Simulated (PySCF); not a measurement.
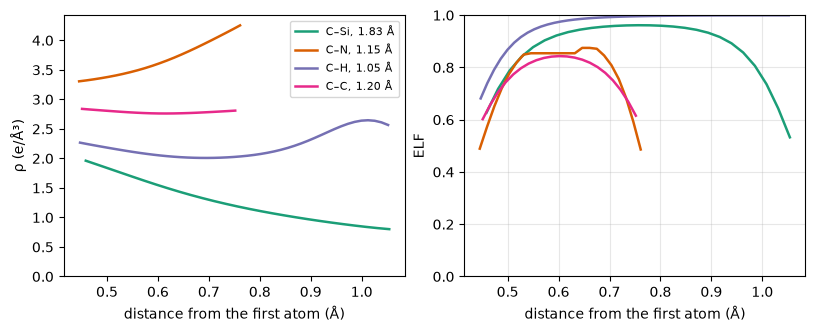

*C₇H₅NSi. Electron density and electron localisation function along straight lines between neighbouring atoms. The curves leave out the atomic cores.*

Geometry: GFN2-xTB.

Theory: PBE0/pcSseg-1, SCF density, gas phase, non-relativistic in PySCF 2.14.0.

```xyz
14

C     3.1466    0.5269    1.0441
C     2.2668   -0.0266    0.4390
Si    0.9234   -0.8615   -0.4879
C    -0.4737    0.2831   -1.1896
C    -0.4040    1.6757   -1.0168
N    -0.3353    2.8105   -0.8497
C    -0.8311   -0.5679    0.0452
C    -2.1402   -1.1719    0.4293
C    -1.7045   -0.2191    1.2040
H     3.9128    1.0163    1.5731
H     1.2957   -2.0153   -1.2877
H    -0.9511    0.0019   -2.1241
H    -2.8835   -1.8825    0.1633
H    -1.8223    0.4301    2.0356
```

**Compare the contacts.**

C–Si (1.83 Å): ρ at the midpoint is about 0.94 e/Å³; the ELF peaks at about 0.95 between the atoms, as expected for a shared electron pair.
C–N (1.15 Å): ρ is about 3.5 e/Å³ halfway; the ELF peaks at about 0.85 between the atoms; a multiple bond.
C–H (1.05 Å): ρ is about 2.1 e/Å³ halfway; the ELF climbs to about 1 towards the hydrogen, as it does in any bond to H (a covalent bond by its length).
C–C (1.20 Å): the density is about 2.8 e/Å³ at the midpoint; the ELF peaks at about 0.85 between the atoms (a short, multiple covalent bond).
